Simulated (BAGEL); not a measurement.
# singlet [SiH3O2]+ at 6 levels

Wanted: a comparison of 6 runs (HF/STO-3G, HF/def2-TZVP, B3LYP/6-31G*, B3LYP/def2-TZVP, PBE0/def2-TZVP, RI-MP2/def2-TZVP) of singlet [SiH3O2]+. 

The results are computed with BAGEL 1.2.2.

1 further run of the same task is left out (set aside as unsound or not needed). Runs told in other sessions of the task aren't counted.

## Step 1: The molecule

The species is [SiH3O2]+ (6 atoms), meant as a singlet with charge +1. SMILES of the parent species: `[O][SiH2]O`. The shape is that of a PBE0-D4/def2-TZVP optimisation. This is one conformer, not always the lowest. That shape belongs to the parent species and isn't relaxed for this state.

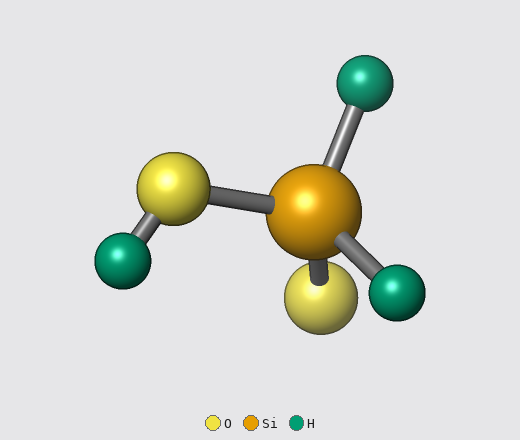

Viewed from a chosen angle; oxygen yellow, silicon amber, hydrogen teal.

## Step 2: A single-point energy at HF/STO-3G (density fitting with qzvpp-jkfit) (run 1)

File hf.json:

```json
{ "bagel" : [

{
  "title" : "molecule",
  "basis" : "sto-3g",
  "df_basis" : "qzvpp-jkfit",
  "angstrom" : true,
  "geometry" : [
    { "atom" : "O", "xyz" : [      -1.671900,      -0.490300,       0.111200 ] },
    { "atom" : "Si", "xyz" : [      -0.205500,       0.160400,      -0.263400 ] },
    { "atom" : "O", "xyz" : [       0.949700,       0.110200,       0.888500 ] },
    { "atom" : "H", "xyz" : [       0.117000,      -0.700300,      -1.441700 ] },
    { "atom" : "H", "xyz" : [      -0.353500,       1.594200,      -0.594000 ] },
    { "atom" : "H", "xyz" : [       1.206400,      -0.738300,       1.253100 ] }
  ]
},

{
  "title" : "hf",
  "charge" : 1
},

{
  "title" : "print",
  "file" : "orbitals.molden",
  "orbitals" : true
}

]}
```

The run is started by

```bash
$ BAGEL_NUM_THREADS=1 BAGEL hf.json > hf.out
```

Standard output:

```text
* using 1 threads per process

  ===============================================================
  ===============================================================

  *** Geometry ***

  { "atom" : "O", "xyz" : [     -3.159433,     -0.926533,      0.210138 ] },
  { "atom" : "Si", "xyz" : [     -0.388339,      0.303112,     -0.497754 ] },
  { "atom" : "O", "xyz" : [      1.794673,      0.208248,      1.679022 ] },
  { "atom" : "H", "xyz" : [      0.221098,     -1.323375,     -2.724418 ] },
  { "atom" : "H", "xyz" : [     -0.668018,      3.012601,     -1.122497 ] },
  { "atom" : "H", "xyz" : [      2.279766,     -1.395185,      2.368016 ] },

  Number of auxiliary basis functions:      336

  Since a DF basis is specified, we compute 2- and 3-index integrals:
    o Being stored without compression. Storage requirement is 0.001 GB

  Number of basis functions:       22
  Number of electrons      :       33

    * METHOD: MOLECULE                             0.06

  *** RHF ***

  === Nuclear Repulsion ===
   110.7352561262

      * DIIS with orbital gradients will be used.

  === RHF iteration (sto-3g) ===
      0       -434.46721625          0.03182492           0.01
      1       -434.58843162          0.01687387           0.01
      2       -434.63032733          0.00511671           0.01
[... 26 lines of this table left out ...]
     29       -434.64428896          0.00000001           0.01
    * SCF iteration converged.

    * Permanent dipole moment:
           (    0.894284,     0.610454,     0.570259) a.u.

    * METHOD: HF                                   0.23

    * METHOD: PRINT                                0.00

  ===============================================================
```

Run time: 0.46 s. Hardware: 1 thread of Arm Neoverse V2, shared host.

## Step 3: A single-point energy at HF/def2-TZVP (density fitting with qzvpp-jkfit) (run 2)

File input.json:

```json
{ "bagel": [

{
  "title": "molecule",
  "basis": "def2-tzvp.json",
  "df_basis": "qzvpp-jkfit",
  "angstrom": true,
  "geometry": [
    { "atom": "O", "xyz": [      -1.671900,      -0.490300,       0.111200 ] },
    { "atom": "Si", "xyz": [      -0.205500,       0.160400,      -0.263400 ] },
    { "atom": "O", "xyz": [       0.949700,       0.110200,       0.888500 ] },
    { "atom": "H", "xyz": [       0.117000,      -0.700300,      -1.441700 ] },
    { "atom": "H", "xyz": [      -0.353500,       1.594200,      -0.594000 ] },
    { "atom": "H", "xyz": [       1.206400,      -0.738300,       1.253100 ] }
  ]
},

{
  "title": "hf",
  "charge": 1
},

{
  "title": "print",
  "file": "orbitals.molden",
  "orbitals": true
}

]}
```

The basis set def2-TZVP is read from a file made from the Basis Set Exchange's data (not shown).

The run is started by

```bash
$ BAGEL_NUM_THREADS=1 BAGEL input.json > input.out
```

Standard output:

```text
* using 1 threads per process

  ===============================================================
  ===============================================================

  *** Geometry ***

  { "atom" : "O", "xyz" : [     -3.159433,     -0.926533,      0.210138 ] },
  { "atom" : "Si", "xyz" : [     -0.388339,      0.303112,     -0.497754 ] },
  { "atom" : "O", "xyz" : [      1.794673,      0.208248,      1.679022 ] },
  { "atom" : "H", "xyz" : [      0.221098,     -1.323375,     -2.724418 ] },
  { "atom" : "H", "xyz" : [     -0.668018,      3.012601,     -1.122497 ] },
  { "atom" : "H", "xyz" : [      2.279766,     -1.395185,      2.368016 ] },

  Number of auxiliary basis functions:      336

  Since a DF basis is specified, we compute 2- and 3-index integrals:
    o Being stored without compression. Storage requirement is 0.037 GB

  Number of basis functions:      117
  Number of electrons      :       33

    * METHOD: MOLECULE                             0.14

  *** RHF ***

  === Nuclear Repulsion ===
   110.7352561262

      * DIIS with orbital gradients will be used.

  === RHF iteration (def2-tzvp.json) ===
      0       -439.33523575          0.03425783           0.05
      1       -439.05355701          0.04457840           0.04
      2       -439.97491425          0.00611855           0.05
[... 27 lines of this table left out ...]
     30       -440.02745976          0.00000001           0.05
    * SCF iteration converged.

    * Permanent dipole moment:
           (    0.501086,     0.525652,     0.684678) a.u.

    * METHOD: HF                                   1.57

    * METHOD: PRINT                                0.02

  ===============================================================
```

It took 1.9 s on 1 thread of Arm Neoverse V2, shared host; peak memory 0.11 GiB.

## Step 4: A single-point energy at B3LYP/6-31G(d) (density fitting with qzvpp-jkfit, spherical functions) (run 3)

File input.json:

```json
{ "bagel" : [

{
  "title" : "molecule",
  "basis" : "6-31gs.json",
  "df_basis" : "qzvpp-jkfit",
  "angstrom" : "true",
  "geometry" : [
    { "atom" : "O", "xyz" : [      -1.671900,      -0.490300,       0.111200 ] },
    { "atom" : "Si", "xyz" : [      -0.205500,       0.160400,      -0.263400 ] },
    { "atom" : "O", "xyz" : [       0.949700,       0.110200,       0.888500 ] },
    { "atom" : "H", "xyz" : [       0.117000,      -0.700300,      -1.441700 ] },
    { "atom" : "H", "xyz" : [      -0.353500,       1.594200,      -0.594000 ] },
    { "atom" : "H", "xyz" : [       1.206400,      -0.738300,       1.253100 ] }
  ]
},

{ "title" : "ks", "xc_func" : "b3lyp", "charge" : 1 },

{ "title" : "print", "file" : "orbitals.molden", "orbitals" : "true" }

]}
```

The basis set 6-31G* is read from a file made from the Basis Set Exchange's data (not shown).

The run is started by

```bash
$ BAGEL_NUM_THREADS=1 BAGEL input.json > input.out
```

Standard output:

```text
* using 1 threads per process

  ===============================================================
  ===============================================================

  *** Geometry ***

[... 19 lines left out ...]
    * Removing 9480 points whose weight is below 1.00e-10
[... 2 lines left out ...]
  === Nuclear Repulsion ===
   110.7352561262

       - DIIS with orbital gradients will be used.

  === KS iteration (b3lyp / 6-31gs.json) ===
      0       -425.34287495          0.15189020           0.14
      1       -418.76985193          0.16413157           0.12
      2       -428.76324128          0.14404080           0.10
[... 23 lines of this table left out ...]
     26       -441.27676990          0.00000001           0.10
    * SCF iteration converged.

    * Permanent dipole moment:
           (   -0.530982,     0.202586,     0.811389) a.u.

    * METHOD: KS                                   3.02

    * METHOD: PRINT                                0.01

  ===============================================================
```

Run time: 3.3 s. Hardware: 1 thread of Arm Neoverse V2, shared host; peak memory 0.22 GiB.

Runs 4 to 5 aren't shown in full; the table further down has their settings and results.

## Step 5: The energy at RI-MP2/def2-TZVP (density fitting with qzvpp-jkfit) (run 6)

File job.json:

```json
{ "bagel" : [

{
  "title" : "molecule",
  "basis" : "def2-tzvp.json",
  "df_basis" : "qzvpp-jkfit",
  "angstrom" : "true",
  "geometry" : [
    { "atom" : "O", "xyz" : [      -1.671900,      -0.490300,       0.111200 ] },
    { "atom" : "Si", "xyz" : [      -0.205500,       0.160400,      -0.263400 ] },
    { "atom" : "O", "xyz" : [       0.949700,       0.110200,       0.888500 ] },
    { "atom" : "H", "xyz" : [       0.117000,      -0.700300,      -1.441700 ] },
    { "atom" : "H", "xyz" : [      -0.353500,       1.594200,      -0.594000 ] },
    { "atom" : "H", "xyz" : [       1.206400,      -0.738300,       1.253100 ] }
  ]
},

{ "title" : "hf", "charge" : 1 },

{ "title" : "mp2", "charge" : 1, "ncore" : 7 }

]}
```

The basis set def2-TZVP is read from a file made from the Basis Set Exchange's data (not shown).

The run is started by

```bash
$ BAGEL_NUM_THREADS=1 BAGEL job.json > job.out
```

Standard output:

```text
* using 1 threads per process

  ===============================================================
  ===============================================================

  *** Geometry ***

[... 30 lines left out ...]
    * SCF iteration converged.
[... 1 line left out ...]
    * Permanent dipole moment:
[... 2 lines left out ...]
    * METHOD: HF                                   1.53

  *** RHF ***

  === Nuclear Repulsion ===
   110.7352561262

      * DIIS with orbital gradients will be used.

  === RHF iteration (def2-tzvp.json) ===
      0       -440.02745976          0.00000001           0.04
    * SCF iteration converged.

    * Permanent dipole moment:
           (    0.501086,     0.525652,     0.684678) a.u.

  === DF-MP2 calculation ===

    * freezing 7 orbitals
    * 3-index integral transformation done
    * assembly done

      MP2 correlation energy:   -0.5450134633      0.04

      MP2 total energy:       -440.5724732250

    * METHOD: MP2                                  0.14

  ===============================================================
```

Run time: 2 s. Hardware: 1 thread of Arm Neoverse V2, shared host; peak memory 0.11 GiB.

## Step 6: All runs side by side

```tsv
run	level	frozen core orbitals	energy (Eh)	HOMO energy (eV)	LUMO energy (eV)	HOMO–LUMO gap (eV)	wall time
1	HF/STO-3G (density fitting with qzvpp-jkfit)	–	-434.644289	-16.75	-7.65	9.11	0.46 s
2	HF/def2-TZVP (density fitting with qzvpp-jkfit)	–	-440.027460	-19.94	-10.77	9.17	1.9 s
3	B3LYP/6-31G* (density fitting with qzvpp-jkfit, spherical functions)	–	-441.276770	-16.21	-14.60	1.60	3.3 s
4	B3LYP/def2-TZVP (density fitting with qzvpp-jkfit)	–	-441.395095	-16.38	-14.70	1.68	10 s
5	PBE0/def2-TZVP (density fitting with qzvpp-jkfit)	–	-441.079898	-16.60	-14.51	2.09	11 s
6	RI-MP2/def2-TZVP (density fitting with qzvpp-jkfit)	7	-440.572473	–	–	–	2 s
```

## Step 7: Summary of results

| quantity | value |
| --- | --- |
| run 6: total energy | -440.57247 Eh |
| run 6: correlation energy (7 core orbitals frozen) | -545.0 mEh |

In words: Over runs 1, 2, 3, 4, 5 the HOMO–LUMO gap runs from 1.60 eV (B3LYP/6-31G*) to 9.17 eV (HF/def2-TZVP). The two ends differ in method and basis. Totals of different functionals can't be ranked against each other. In run 1 the basis is minimal, so the values are rough. All runs together took 29 s, the longest 11 s.
